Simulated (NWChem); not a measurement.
# C2H3FO2 (SMILES O=COCF): levels of theory compared

Wanted: a comparison of 4 runs (HF/def2-SVP, HF/def2-SVPD, B3LYP/cc-pVDZ, PBE0/def2-SVP) of C2H3FO2. 

The calculation is run with NWChem 7.3.0.

## (1) Starting point

C2H3FO2: 8 atoms, total charge 0, spin state singlet. As SMILES, `O=COCF`. The coordinates come from a PBE0-D4/def2-TZVP relaxation. This is one conformer, not always the lowest.

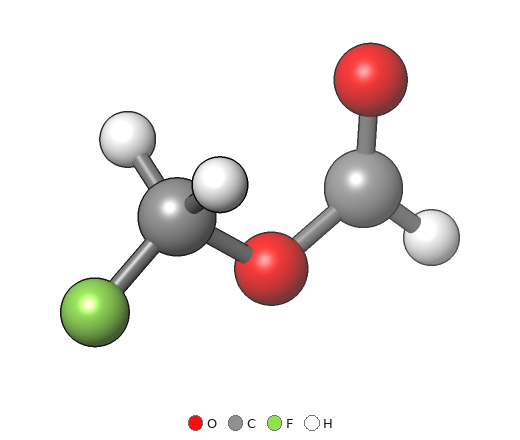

The structure, seen from a chosen angle (oxygen red, carbon grey, fluorine green, hydrogen white).

## (2) Energy and gradient at HF/def2-SVP (run 1)

Input file test.nw:

```
start test
memory total 2200 mb

geometry noautosym nocenter noautoz
 O      0.561400    -0.695600     1.563400
 C      0.375700     0.425200     1.190700
 O     -0.041500     0.770500    -0.028000
 C     -0.266100    -0.310100    -0.912300
 F     -0.658800     0.244800    -2.077600
 H      0.521600     1.329700     1.796700
 H      0.659900    -0.869100    -1.063800
 H     -1.060000    -0.952500    -0.524700
end

basis spherical bse
 * library def2-SVP
end

scf
 thresh 1e-08
 maxiter 80
end

task scf gradient
```

The run is started by

```console
$ nwchem test.nw > test.out
```

Log:

```text
[...]
  functions       =    85
[...]
  wavefunction    = RHF
[...]
         Total SCF energy =   -326.387327977664
      One-electron energy =   -802.186265240046
      Two-electron energy =    298.108619303329
 Nuclear repulsion energy =    177.690317959053
        Time for solution =      9.2s
[...]
                         RHF ENERGY GRADIENTS
    atom               coordinates                        gradient
                 x          y          z           x          y          z
   1 O       1.060892  -1.314493   2.954398    0.006745  -0.036646   0.014167
   2 C       0.709970   0.803511   2.250097   -0.001310   0.019193  -0.000632
   3 O      -0.078424   1.456034  -0.052912   -0.004474   0.023907  -0.009382
   4 C      -0.502856  -0.586004  -1.723997    0.003260  -0.014185   0.007950
   5 F      -1.244951   0.462605  -3.926095   -0.005117   0.007976  -0.015075
   6 H       0.985681   2.512769   3.395271   -0.000115   0.005223   0.000540
   7 H       1.247030  -1.642361  -2.010291    0.004470  -0.002552  -0.000002
   8 H      -2.003110  -1.799964  -0.991539   -0.003459  -0.002917   0.002435
[...]
```

It took 12 s on 1 thread of Intel Xeon Platinum 8488C (Sapphire Rapids), shared host; peak memory 0.1 GiB.

## (3) Energy and gradient at HF/def2-SVPD (run 2)

Input file c2h3fo2.nw:

```
start c2h3fo2
title "C2H3FO2 gradient"
memory 2200 mb

geometry units angstrom noautosym nocenter noautoz
 O      0.561400    -0.695600     1.563400
 C      0.375700     0.425200     1.190700
 O     -0.041500     0.770500    -0.028000
 C     -0.266100    -0.310100    -0.912300
 F     -0.658800     0.244800    -2.077600
 H      0.521600     1.329700     1.796700
 H      0.659900    -0.869100    -1.063800
 H     -1.060000    -0.952500    -0.524700
end

basis spherical bse
 * library def2-SVPD
end

scf
 thresh 1e-08
 maxiter 80
 noprint "final vectors analysis"
end

task scf gradient
```

The run is started by

```console
$ nwchem c2h3fo2.nw > c2h3fo2.out
```

Log:

```text
[...]
  functions       =   133
[...]
  wavefunction    = RHF
[...]
         Total SCF energy =   -326.409378736646
      One-electron energy =   -801.943312916271
      Two-electron energy =    297.843616220571
 Nuclear repulsion energy =    177.690317959053
        Time for solution =     45.7s
[...]
                         RHF ENERGY GRADIENTS
    atom               coordinates                        gradient
                 x          y          z           x          y          z
   1 O       1.060892  -1.314493   2.954398    0.005757  -0.032522   0.011848
   2 C       0.709970   0.803511   2.250097   -0.000681   0.014939   0.000526
   3 O      -0.078424   1.456034  -0.052912   -0.004023   0.021111  -0.008437
   4 C      -0.502856  -0.586004  -1.723997    0.001575  -0.008849   0.003434
   5 F      -1.244951   0.462605  -3.926095   -0.003883   0.005768  -0.011506
   6 H       0.985681   2.512769   3.395271   -0.000139   0.006383   0.000671
   7 H       1.247030  -1.642361  -2.010291    0.004884  -0.003221   0.000451
   8 H      -2.003110  -1.799964  -0.991539   -0.003490  -0.003608   0.003013
[...]
```

It took 55 s on 1 thread of Intel Xeon Platinum 8488C (Sapphire Rapids), shared host; peak memory 0.1 GiB.

Run 3 isn't shown in full; the table further down has it.

## (4) Energy and forces at PBE0/def2-SVP (run 4)

Input file input.xyz:

```xyz
8
C2H3FO2 gradient
O      0.561400    -0.695600     1.563400
C      0.375700     0.425200     1.190700
O     -0.041500     0.770500    -0.028000
C     -0.266100    -0.310100    -0.912300
F     -0.658800     0.244800    -2.077600
H      0.521600     1.329700     1.796700
H      0.659900    -0.869100    -1.063800
H     -1.060000    -0.952500    -0.524700
```

Input file run.py:

```python
from ase.io import read
from ase.calculators.nwchem import NWChem

mol = read('input.xyz')

calc = NWChem(
    label='input',
    theory='dft',
    memory='2200 mb',
    basis='def2-SVP',
    basispar='spherical bse',
    dft={'xc': 'pbe0', 'mult': '1', 'grid': 'xfine', 'convergence': 'energy 1e-08', 'iterations': '100', 'mulliken': None, 'print': 'low'},
)
mol.calc = calc

forces = mol.get_forces()
print(f"energy = {mol.get_potential_energy():.6f} eV")
print("forces (eV/A):")
for s, f in zip(mol.symbols, forces):
    print(f"{s:2s} {f[0]:10.5f} {f[1]:10.5f} {f[2]:10.5f}")
```

The run is started by

```console
$ export ASE_NWCHEM_COMMAND="nwchem PREFIX.nwi > PREFIX.nwo"
$ python run.py
```

Log:

```text
energy = -8917.361426 eV
forces (eV/A):
O     0.00468   -0.15817   -0.01178
C    -0.05734   -0.03193   -0.18368
O     0.02674   -0.27418    0.03687
C    -0.16810    0.74248   -0.41287
F     0.06988   -0.14501    0.20055
H     0.04705    0.30493    0.19844
H     0.27362   -0.20805    0.01265
H    -0.19654   -0.23011    0.15977
```

The calculator wrote input.nwi:

```
title "input"

permanent_dir input

scratch_dir input

start input

geometry units angstrom nocenter noautosym noautoz
  O  5.6140000000000001e-01 -6.9560000000000000e-01 1.5633999999999999e+00
  C  3.7569999999999998e-01 4.2520000000000002e-01 1.1907000000000001e+00
  O  -4.1500000000000002e-02 7.7049999999999996e-01 -2.8000000000000001e-02
  C  -2.6610000000000000e-01 -3.1009999999999999e-01 -9.1230000000000000e-01
  F  -6.5880000000000005e-01 2.4479999999999999e-01 -2.0775999999999999e+00
  H  5.2159999999999995e-01 1.3297000000000001e+00 1.7967000000000000e+00
  H  6.5990000000000004e-01 -8.6909999999999998e-01 -1.0638000000000001e+00
  H  -1.0600000000000001e+00 -9.5250000000000001e-01 -5.2470000000000006e-01
end

memory 2200 mb

basis spherical bse noprint
   * library def2-SVP
end

dft
  xc pbe0
  mult 1
  grid xfine
  convergence energy 1e-08
  iterations 100
  mulliken
  print low
end

task dft gradient
```

input.nwo:

```text
Northwest Computational Chemistry Package (NWChem) 7.3.0
             --------------------------------------------------------

           Job information
           ---------------

    nwchem branch   = 7.3.0
    use scalapack   = T
    input           = input.nwi
    prefix          = input.
    data base       = input/input.db
    status          = startup
    nproc           =        1

           Memory information
           ------------------

    heap     =     72089598 doubles =      550.0 Mbytes
    stack    =     72089595 doubles =      550.0 Mbytes
    global   =    144179200 doubles =     1100.0 Mbytes (distinct from heap & stack)
    total    =    288358393 doubles =     2200.0 Mbytes
    verify   = yes
    hardfail = no

           Directory information
           ---------------------

  0 permanent = input
  0 scratch   = input

                                NWChem Input Module
                                -------------------

                                       input
                                       -----

[... 26 lines left out ...]
            Nuclear Dipole moment (a.u.)
[... 75 lines left out ...]
   convergence    iter        energy       DeltaE   RMS-Dens  Diis-err    time
[... 14 lines left out ...]
         Total DFT energy =     -327.706990661715
      One electron energy =     -802.629712631302
           Coulomb energy =      336.488236978176
    Exchange-Corr. energy =      -39.255832967642
 Nuclear repulsion energy =      177.690317959053
[... 17 lines left out ...]
     -------------------------------------------
      Total Density - Lowdin Population Analysis
     -------------------------------------------

    Atom       Charge   Shell Charges
 -----------   ------   -------------------------------------------------------
    1 O    8     8.17   1.97  0.92  0.65  2.69  1.89  0.03
    2 C    6     5.88   1.96  0.59  0.30  1.77  0.96  0.29
    3 O    8     8.09   1.97  0.92  0.57  2.74  1.87  0.03
[... 4 lines of this table left out ...]
    8 H    1     0.99   0.66  0.26  0.07

                         DFT ENERGY GRADIENTS

    atom               coordinates                        gradient
                 x          y          z           x          y          z
   1 O       1.060892  -1.314493   2.954398   -0.000091   0.003076   0.000229
   2 C       0.709970   0.803511   2.250097    0.001115   0.000621   0.003572
   3 O      -0.078424   1.456034  -0.052912   -0.000520   0.005332  -0.000717
[... 4 lines of this table left out ...]
   8 H      -2.003110  -1.799964  -0.991539    0.003822   0.004475  -0.003107

 Task  times  cpu:       34.4s     wall:       34.4s
 Total times  cpu:       34.4s     wall:       34.4s
```

It took 36 s on 1 thread of Intel Xeon Platinum 8488C (Sapphire Rapids), shared host; peak memory 0.14 GiB.

## (5) All runs side by side

```csv
run,level,iteration cap,module,energy (Eh),largest force (eV/Å),wall time
1,HF/def2-SVP,80,scf,-326.387328,2.050,12 s
2,HF/def2-SVPD,80,scf,-326.409379,1.804,55 s
3,B3LYP/cc-pVDZ,100,dft,-328.313120,0.928,50 s
4,PBE0/def2-SVP,100,dft,-327.706991,0.866,36 s
```

## (6) What came out

```
                       quantity          value
            run 4: total energy  -327.70699 Eh
run 4: largest force on an atom     0.866 eV/Å
```

**Reading.** Totals of different functionals can't be ranked against each other. All runs together took 2.5 min, the longest 55 s.
